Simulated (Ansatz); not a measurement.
# C2H7AlO2: two geometries relaxed

Are the two ends of the shift of H7 from C1 to Al2 separate minima, and which lies lower? Each is relaxed from a guess. SMILES of the start: [CH3][AlH][O]CO.

Program: Ansatz 0.2.0. Level of theory: RKS PBE0/cc-pVDZ. These are calculated values, not measurements.

**1. Starting point**

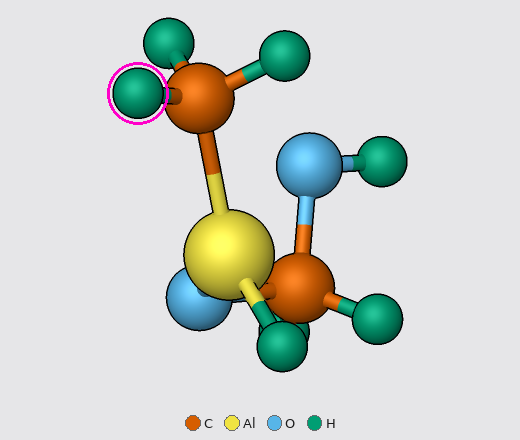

Start, viewed from a free direction; carbon orange, aluminium yellow, oxygen blue, hydrogen teal. Ringed: H7.

Structure file:

```xyz
12

C    -1.9958   -0.5899    0.5397
Al   -0.1268   -0.8100    0.9766
O     1.1067   -0.9080   -0.3969
C     1.6963    0.3788   -0.7224
O     0.6630    1.0595   -1.4810
H    -2.1608   -0.4783   -0.5756
H    -2.6097   -1.3928    0.9284
H    -2.3650    0.4183    0.9752
H     0.3405   -0.8825    2.5457
H     2.5352    0.2366   -1.3186
H     1.9175    0.9497    0.2048
H     1.0761    1.9635   -1.6420
```

**2. Relaxing end A**

Contents of input.yaml:

```yaml
crystal:
  periodic: [false, false, false]
  atoms:
    - { symbol: C, position_ang: [-1.9958, -0.5899, 0.5397] }
    - { symbol: Al, position_ang: [-0.1268, -0.81, 0.9766] }
    - { symbol: O, position_ang: [1.1067, -0.908, -0.3969] }
    - { symbol: C, position_ang: [1.6963, 0.3788, -0.7224] }
    - { symbol: O, position_ang: [0.663, 1.0595, -1.481] }
    - { symbol: H, position_ang: [-2.1608, -0.4783, -0.5756] }
    - { symbol: H, position_ang: [-2.6097, -1.3928, 0.9284] }
    - { symbol: H, position_ang: [-2.365, 0.4183, 0.9752] }
    - { symbol: H, position_ang: [0.3405, -0.8825, 2.5457] }
    - { symbol: H, position_ang: [2.5352, 0.2366, -1.3186] }
    - { symbol: H, position_ang: [1.9175, 0.9497, 0.2048] }
    - { symbol: H, position_ang: [1.0761, 1.9635, -1.642] }
basis:
  gaussian: { orbitals: cc-pVDZ }
hamiltonian:
  xc: pbe0
relax:
  f_tol: 0.02
  max_steps: 50
```

The run is started by

```
> ansatz run input.yaml --threads 2 --pin off --max-ram 3072MiB --backend cpu --events-out ev --progress --plain --runs-dir out
```

The program printed, cut to the lines that bear on the results:

```text
Warning: RAYON_NUM_THREADS=2 ignored (pool sized by the plan → 2); use --threads N
[...]
Functional definition: PBE0
[...]
1160 factors; integrals over basis functions are off by at most 3.8e-4 eV
[...]
mean field -12869.38391806 eV, -472.9411358068 hartree, gradient 8.8e-6 eV, S^2 0.000000; 0 other end points of the search recorded, 0 dependent functions left out
[...]
reference -12869.38395240 eV, -472.9411370691 hartree; 24, 24 occupied and 85, 85 virtual orbitals, 1160 factors
relax step   1: F+E_penalty+E_count = -12869.38391806 eV  Δ(F+E_penalty+E_count) = +0.000e0 eV  max|allowed force component| = 4.399e0 eV/Å  Δτ_max = 0.0000 Å  (26 SCF iters, accepted)
[...]
relax step   3: F+E_penalty+E_count = -12869.95265104 eV  Δ(F+E_penalty+E_count) = -1.420e-1 eV  max|allowed force component| = 5.579e-1 eV/Å  Δτ_max = 0.1943 Å  (28 SCF iters, accepted)
[...]
relax step   5: F+E_penalty+E_count = -12870.08393987 eV  Δ(F+E_penalty+E_count) = -6.844e-2 eV  max|allowed force component| = 3.759e-1 eV/Å  Δτ_max = 0.1959 Å  (30 SCF iters, accepted)
[...]
relax step   7: F+E_penalty+E_count = -12870.24985203 eV  Δ(F+E_penalty+E_count) = -9.064e-2 eV  max|allowed force component| = 5.460e-1 eV/Å  Δτ_max = 0.1951 Å  (28 SCF iters, accepted)
[...]
relax step   9: F+E_penalty+E_count = -12870.48150288 eV  Δ(F+E_penalty+E_count) = -8.561e-2 eV  max|allowed force component| = 7.066e-1 eV/Å  Δτ_max = 0.1921 Å  (28 SCF iters, accepted)
[...]
relax step  10: F+E_penalty+E_count = -12870.51517306 eV  Δ(F+E_penalty+E_count) = -3.367e-2 eV  max|allowed force component| = 2.183e-1 eV/Å  Δτ_max = 0.1375 Å  (29 SCF iters, accepted)
[...]
1160 factors; integrals over basis functions are off by at most 4.4e-4 eV
```

**3. The log goes on: end point A relaxed**

Output, continued, cut to the lines that bear on the results:

```text
mean field -12870.52821975 eV, -472.9831881186 hartree, gradient 1.1e-5 eV, S^2 0.000000; 0 other end points of the search recorded, 0 dependent functions left out
[...]
reference -12870.52825262 eV, -472.9831893263 hartree; 24, 24 occupied and 85, 85 virtual orbitals, 1160 factors
relax step  11: F+E_penalty+E_count = -12870.52821975 eV  Δ(F+E_penalty+E_count) = -1.305e-2 eV  max|allowed force component| = 4.421e-1 eV/Å  Δτ_max = 0.1028 Å  (29 SCF iters, accepted)
[...]
relax step  16: F+E_penalty+E_count = -12870.55117022 eV  Δ(F+E_penalty+E_count) = -1.995e-3 eV  max|allowed force component| = 4.967e-2 eV/Å  Δτ_max = 0.0164 Å  (30 SCF iters, accepted)
[...]
relax step  17: F+E_penalty+E_count = -12870.55143744 eV  Δ(F+E_penalty+E_count) = -2.672e-4 eV  max|allowed force component| = 1.754e-2 eV/Å  Δτ_max = 0.0092 Å  (23 SCF iters, accepted)
[...]
Atom 2 at     1.208949    -0.976050    -0.144576 Å, force     0.017544     0.014854    -0.009108 eV/Å
Atom 3 at     1.678251     0.089100    -0.824799 Å, force    -0.008389    -0.015650     0.007186 eV/Å
Atom 4 at     0.690530     1.176249    -0.526286 Å, force     0.002199     0.001287    -0.005028 eV/Å
Atom 5 at    -2.101077    -0.924013    -0.730227 Å, force     0.002186     0.001647     0.001044 eV/Å
Atom 6 at    -2.319356    -1.531546     0.926425 Å, force    -0.001163    -0.000029    -0.000215 eV/Å
Atom 7 at    -2.685120     0.161436     0.560985 Å, force    -0.003121    -0.002451     0.001621 eV/Å
Atom 8 at     0.259309     0.408692     2.225136 Å, force    -0.003900     0.002013    -0.001227 eV/Å
Atom 9 at     1.669339    -0.036138    -1.923512 Å, force    -0.002881    -0.000487     0.002118 eV/Å
Atom 10 at     2.670426     0.459970    -0.491388 Å, force    -0.001064    -0.006401    -0.003656 eV/Å
Atom 11 at     1.136595     1.951844    -0.158007 Å, force    -0.001574     0.004541     0.006528 eV/Å
Dipole moment:     0.236095     0.537619    -0.229079 e Å
```

It took 53 s on 2 threads of AMD EPYC 7B13 (Zen 3), shared host; peak memory 0.25 GiB.

The steps of the relaxation:

```
step  energy from step 1 (eV)  largest force component (eV/Å)
   1                   0.0000                          4.3988
   2                  -0.4268                          1.4683
   3                  -0.5687                          0.5579
   4                  -0.6316                          0.3963
   5                  -0.7000                          0.3759
   6                  -0.7753                          0.6207
   7                  -0.8659                          0.5460
   8                  -1.0120                          0.3603
   9                  -1.0976                          0.7066
  10                  -1.1313                          0.2183
  11                  -1.1443                          0.4421
  12                  -1.1581                          0.4830
 13x                  -1.1567                          0.3432
  14                  -1.1651                          0.0963
  15                  -1.1653                          0.1489
  16                  -1.1673                          0.0497
  17                  -1.1675                          0.0175
```

Step 1 is the start. 1 step was tried and not accepted (marked x).

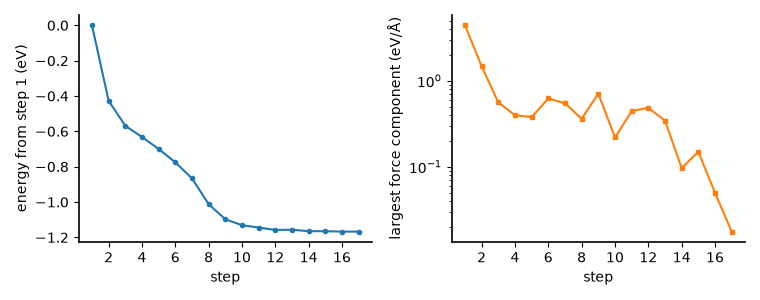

Energy and largest force along the relaxation.

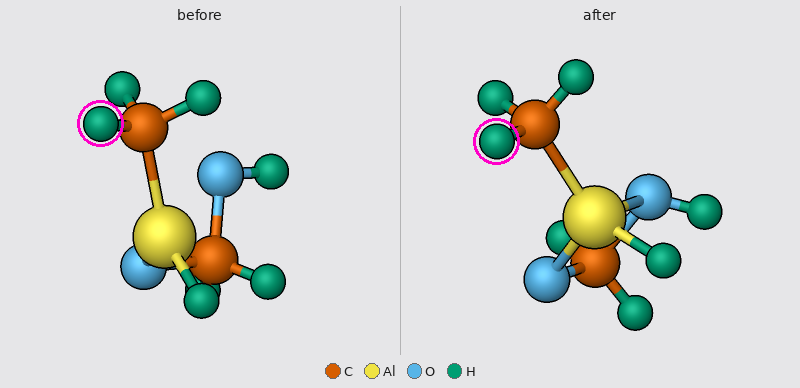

The structure before (left) and after (right), drawn at the same scale.

After: Bond lengths: C1–Al2 1.958 Å, Al2–O3 1.829 Å, O3–C4 1.348 Å, Al2–O5 2.059 Å, C4–O5 1.499 Å, C1–H6 1.102 Å, C1–H7 1.104 Å, C1–H8 1.104 Å, Al2–H9 1.604 Å, C4–H10 1.106 Å, C4–H11 1.110 Å, O5–H12 0.968 Å. Angles (14 of 22 angles, heavy atoms first): C1–Al2–O3 118.0°, C1–Al2–O5 113.4°, O3–Al2–O5 70.3°, Al2–O3–C4 99.6°, O3–C4–O5 104.1°, Al2–O5–C4 85.4°, C1–Al2–H9 122.3°, O3–Al2–H9 115.4°, O5–Al2–H9 103.4°, Al2–C1–H6 112.4°, Al2–C1–H7 110.9°, Al2–C1–H8 111.2°, O3–C4–H10 114.1°, O3–C4–H11 115.1°.

Pairs that crossed the distance rule for bonds on the way: came closer Al2–O5.

**4. End point B**

The second end starts from a geometry with the move made by hand.

Edit input.yaml of step 2 so:

```diff
@@ -9,3 +9,3 @@
     - { symbol: H, position_ang: [-2.1608, -0.4783, -0.5756] }
-    - { symbol: H, position_ang: [-2.6097, -1.3928, 0.9284] }
+    - { symbol: H, position_ang: [0.0571, -2.13099, 1.74651] }
     - { symbol: H, position_ang: [-2.365, 0.4183, 0.9752] }
@@ -22 +22,3 @@
   max_steps: 50
+output:
+  orbitals: {}
```

The run is started by

```
> ansatz run input.yaml --threads 2 --pin off --max-ram 3072MiB --backend cpu --events-out ev --progress --plain --runs-dir out
```

The program printed, cut to the lines that bear on the results:

```text
Warning: RAYON_NUM_THREADS=2 ignored (pool sized by the plan → 2); use --threads N
[...]
[... 1 set-up line as earlier in the session ...]
[...]
1160 factors; integrals over basis functions are off by at most 3.0e-4 eV
[...]
mean field -12863.83873558 eV, -472.7373541095 hartree, gradient 5.0e-5 eV, S^2 0.000000; 0 other end points of the search recorded, 0 dependent functions left out
[...]
reference -12863.83877093 eV, -472.7373554087 hartree; 24, 24 occupied and 85, 85 virtual orbitals, 1160 factors
relax step   1: F+E_penalty+E_count = -12863.83873558 eV  Δ(F+E_penalty+E_count) = +0.000e0 eV  max|allowed force component| = 4.637e0 eV/Å  Δτ_max = 0.0000 Å  (32 SCF iters, accepted)
[...]
relax step   7: F+E_penalty+E_count = -12866.42166825 eV  Δ(F+E_penalty+E_count) = -2.035e-1 eV  max|allowed force component| = 5.195e-1 eV/Å  Δτ_max = 0.1953 Å  (34 SCF iters, accepted)
[...]
relax step  13: F+E_penalty+E_count = -12869.69379746 eV  Δ(F+E_penalty+E_count) = -3.295e-1 eV  max|allowed force component| = 6.767e-1 eV/Å  Δτ_max = 0.1978 Å  (30 SCF iters, accepted)
[...]
relax step  19: F+E_penalty+E_count = -12870.46551371 eV  Δ(F+E_penalty+E_count) = -1.294e-1 eV  max|allowed force component| = 5.620e-1 eV/Å  Δτ_max = 0.1953 Å  (28 SCF iters, accepted)
[...]
relax step  24: F+E_penalty+E_count = -12870.54797676 eV  Δ(F+E_penalty+E_count) = -5.612e-3 eV  max|allowed force component| = 1.304e-1 eV/Å  Δτ_max = 0.0851 Å  (30 SCF iters, accepted)
relax step  25: F+E_penalty+E_count = -12870.54981649 eV  Δ(F+E_penalty+E_count) = -1.840e-3 eV  max|allowed force component| = 7.230e-2 eV/Å  Δτ_max = 0.0527 Å  (29 SCF iters, accepted)
[...]
```

**5. The log goes on: end point B relaxed**

Output, continued:

```text
mean field -12870.55070605 eV, -472.9840144749 hartree, gradient 1.2e-5 eV, S^2 0.000000; 0 other end points of the search recorded, 0 dependent functions left out
the calculation of the forces begins
reference -12870.55073931 eV, -472.9840156971 hartree; 24, 24 occupied and 85, 85 virtual orbitals, 1155 factors
relax step  26: F+E_penalty+E_count = -12870.55070605 eV  Δ(F+E_penalty+E_count) = -8.896e-4 eV  max|allowed force component| = 3.906e-2 eV/Å  Δτ_max = 0.0441 Å  (30 SCF iters, accepted)
these checks for a lower state are left out or cut short: starts, cluster_reference, orbital_swaps, neighbouring_geometries, increment
1155 factors; integrals over basis functions are off by at most 7.3e-4 eV
mean field -12870.55108913 eV, -472.9840285525 hartree, gradient 1.2e-5 eV, S^2 0.000000; 0 other end points of the search recorded, 0 dependent functions left out
the calculation of the forces begins
reference -12870.55112235 eV, -472.9840297735 hartree; 24, 24 occupied and 85, 85 virtual orbitals, 1155 factors
relax step  27: F+E_penalty+E_count = -12870.55108913 eV  Δ(F+E_penalty+E_count) = -3.831e-4 eV  max|allowed force component| = 1.865e-2 eV/Å  Δτ_max = 0.0281 Å  (30 SCF iters, accepted)
these checks for a lower state are left out or cut short: starts, cluster_reference, orbital_swaps, neighbouring_geometries, increment
1155 factors; integrals over basis functions are off by at most 7.2e-4 eV
mean field -12870.55138164 eV, -472.9840393022 hartree, gradient 1.2e-5 eV, S^2 0.000000; 0 other end points of the search recorded, 0 dependent functions left out
the calculation of the forces begins
reference -12870.55141480 eV, -472.9840405207 hartree; 24, 24 occupied and 85, 85 virtual orbitals, 1155 factors
relax step  28: F+E_penalty+E_count = -12870.55138164 eV  Δ(F+E_penalty+E_count) = -2.925e-4 eV  max|allowed force component| = 2.182e-2 eV/Å  Δτ_max = 0.0447 Å  (30 SCF iters, accepted)
these checks for a lower state are left out or cut short: starts, cluster_reference, orbital_swaps, neighbouring_geometries, increment
1155 factors; integrals over basis functions are off by at most 7.1e-4 eV
mean field -12870.55153319 eV, -472.9840448716 hartree, gradient 1.2e-5 eV, S^2 0.000000; 0 other end points of the search recorded, 0 dependent functions left out
the calculation of the forces begins
reference -12870.55156629 eV, -472.9840460879 hartree; 24, 24 occupied and 85, 85 virtual orbitals, 1155 factors
relax step  29: F+E_penalty+E_count = -12870.55153319 eV  Δ(F+E_penalty+E_count) = -1.516e-4 eV  max|allowed force component| = 4.011e-2 eV/Å  Δτ_max = 0.0518 Å  (30 SCF iters, accepted)
these checks for a lower state are left out or cut short: starts, cluster_reference, orbital_swaps, neighbouring_geometries, increment
1155 factors; integrals over basis functions are off by at most 7.0e-4 eV
mean field -12870.55174512 eV, -472.9840526598 hartree, gradient 1.2e-5 eV, S^2 0.000000; 0 other end points of the search recorded, 0 dependent functions left out
the calculation of the forces begins
reference -12870.55177819 eV, -472.9840538753 hartree; 24, 24 occupied and 85, 85 virtual orbitals, 1155 factors
relax step  30: F+E_penalty+E_count = -12870.55174512 eV  Δ(F+E_penalty+E_count) = -2.119e-4 eV  max|allowed force component| = 2.791e-2 eV/Å  Δτ_max = 0.0303 Å  (30 SCF iters, accepted)
these checks for a lower state are left out or cut short: starts, cluster_reference, orbital_swaps, neighbouring_geometries, increment
1155 factors; integrals over basis functions are off by at most 6.9e-4 eV
mean field evaluation 224: about -12870.5039 eV, gradient 5.3e-1 eV
mean field -12870.55183898 eV, -472.9840561092 hartree, gradient 6.9e-6 eV, S^2 0.000000; 0 other end points of the search recorded, 0 dependent functions left out
the calculation of the forces begins
reference -12870.55187206 eV, -472.9840573247 hartree; 24, 24 occupied and 85, 85 virtual orbitals, 1155 factors
relax step  31: F+E_penalty+E_count = -12870.55183898 eV  Δ(F+E_penalty+E_count) = -9.386e-5 eV  max|allowed force component| = 1.124e-2 eV/Å  Δτ_max = 0.0129 Å  (23 SCF iters, accepted)
these checks for a lower state are left out or cut short: starts, cluster_reference, orbital_swaps, neighbouring_geometries, increment
1155 factors; integrals over basis functions are off by at most 6.9e-4 eV
mean field -12870.55189621 eV, -472.9840582124 hartree, gradient 1.2e-5 eV, S^2 0.000000; 0 other end points of the search recorded, 0 dependent functions left out
the calculation of the forces begins
reference -12870.55192929 eV, -472.9840594279 hartree; 24, 24 occupied and 85, 85 virtual orbitals, 1155 factors
relax step  32: F+E_penalty+E_count = -12870.55189621 eV  Δ(F+E_penalty+E_count) = -5.723e-5 eV  max|allowed force component| = 1.531e-2 eV/Å  Δτ_max = 0.0281 Å  (30 SCF iters, accepted)
1155 factors; integrals over basis functions are off by at most 6.9e-4 eV
mean field -12870.55189621 eV, -472.9840582124 hartree, gradient 1.2e-5 eV, S^2 0.000000; 1 other end points of the search recorded, 0 dependent functions left out
the calculation of the forces begins
reference -12870.55192929 eV, -472.9840594279 hartree; 24, 24 occupied and 85, 85 virtual orbitals, 1155 factors
Total energy: -12870.55192929 eV, -472.9840594279 hartree
Atom 0 at    -1.616823    -0.990158     0.534139 Å, force    -0.011162    -0.007871    -0.003406 eV/Å
Atom 1 at     0.122268    -0.162084     0.884082 Å, force     0.001321    -0.006384    -0.002549 eV/Å
Atom 2 at     1.576043    -0.833191    -0.000240 Å, force    -0.000879     0.003744    -0.001281 eV/Å
Atom 3 at     1.835973     0.199793    -0.826189 Å, force     0.004340    -0.001831    -0.002475 eV/Å
Atom 4 at     0.705484     1.155432    -0.589322 Å, force    -0.003111    -0.002981     0.001609 eV/Å
Atom 5 at    -1.727774    -1.294923    -0.519661 Å, force    -0.000531     0.004322     0.014381 eV/Å
Atom 6 at    -1.751819    -1.895482     1.152668 Å, force     0.002913     0.015311    -0.008529 eV/Å
Atom 7 at    -2.448875    -0.309194     0.783957 Å, force     0.009616    -0.009059    -0.003350 eV/Å
Atom 8 at     0.442849     0.625328     2.243188 Å, force     0.000147     0.002917     0.000507 eV/Å
Atom 9 at     1.790392    -0.056819    -1.901094 Å, force     0.001522     0.001593     0.005443 eV/Å
Atom 10 at     2.773856     0.751797    -0.606085 Å, force    -0.005424    -0.002998    -0.001558 eV/Å
Atom 11 at     1.042426     2.016210    -0.303434 Å, force     0.001248     0.003236     0.001207 eV/Å
Dipole moment:     0.142849     0.532305    -0.293246 e Å
```

Run time: 95 s. Hardware: 2 threads of AMD EPYC 7B13 (Zen 3), shared host; peak memory 0.25 GiB.

The steps of the relaxation, one in 2:

```
step  energy from step 1 (eV)  largest force component (eV/Å)
   1                   0.0000                          4.6372
   3                  -1.5022                          1.8156
   5                  -2.1538                          1.0981
   7                  -2.5829                          0.5195
   9                  -3.2061                          0.9834
  11                  -4.6082                          2.4187
  13                  -5.8551                          0.6767
  15                  -6.1509                          0.7833
  17                  -6.3585                          0.4074
  19                  -6.6268                          0.5620
  21                  -6.6800                          0.2587
  23                  -6.7036                          0.3334
  25                  -6.7111                          0.0723
  27                  -6.7124                          0.0187
  29                  -6.7128                          0.0401
  31                  -6.7131                          0.0112
  32                  -6.7132                          0.0153
```

Step 1 is the start.

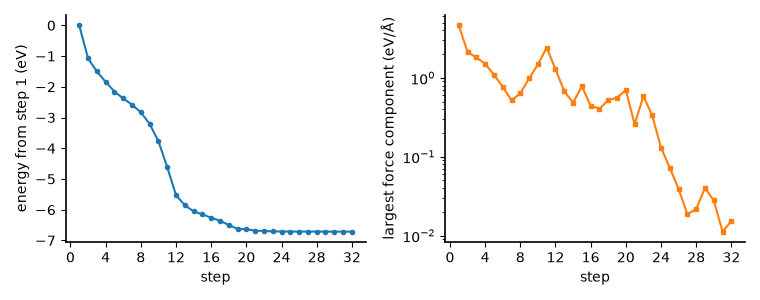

Energy and largest force along the relaxation.

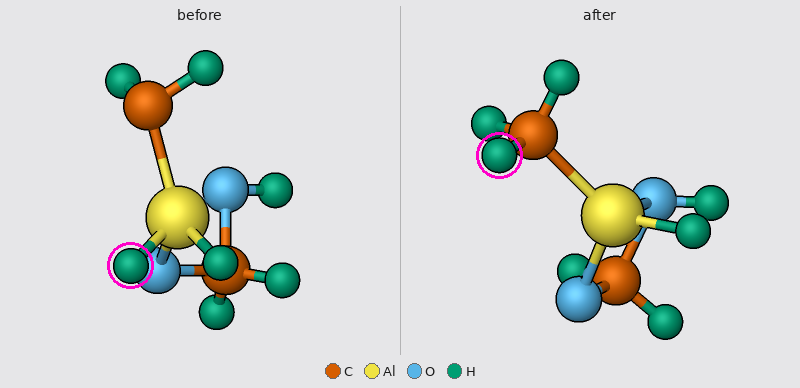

Before and after, at one scale.

After: Bond lengths: C1–Al2 1.958 Å, Al2–O3 1.829 Å, O3–C4 1.348 Å, Al2–O5 2.061 Å, C4–O5 1.499 Å, C1–H6 1.103 Å, C1–H7 1.105 Å, C1–H8 1.104 Å, Al2–H9 1.603 Å, C4–H10 1.106 Å, C4–H11 1.110 Å, O5–H12 0.968 Å. Angles (14 of 22 angles, heavy atoms first): C1–Al2–O3 117.7°, C1–Al2–O5 113.2°, O3–Al2–O5 70.4°, Al2–O3–C4 99.7°, O3–C4–O5 104.3°, Al2–O5–C4 85.3°, C1–Al2–H9 122.5°, O3–Al2–H9 115.5°, O5–Al2–H9 103.6°, Al2–C1–H6 112.2°, Al2–C1–H7 110.8°, Al2–C1–H8 111.6°, O3–C4–H10 114.2°, O3–C4–H11 115.0°.

Pairs that crossed the distance rule for bonds on the way: came closer C1–H7, Al2–O5; moved apart Al2–H7.

**6. Summary of results**

| quantity | value |
| --- | --- |
| end A | 15 moves, 1.168 eV lower |
| end B | 31 moves, 6.713 eV lower |
| largest difference between the ends | 0.09 Å |
| end B relative to end A | -0.000 eV |

The two relaxations end at one structure, within 0.09 Å: no second minimum was found from this start, which doesn't rule one out.
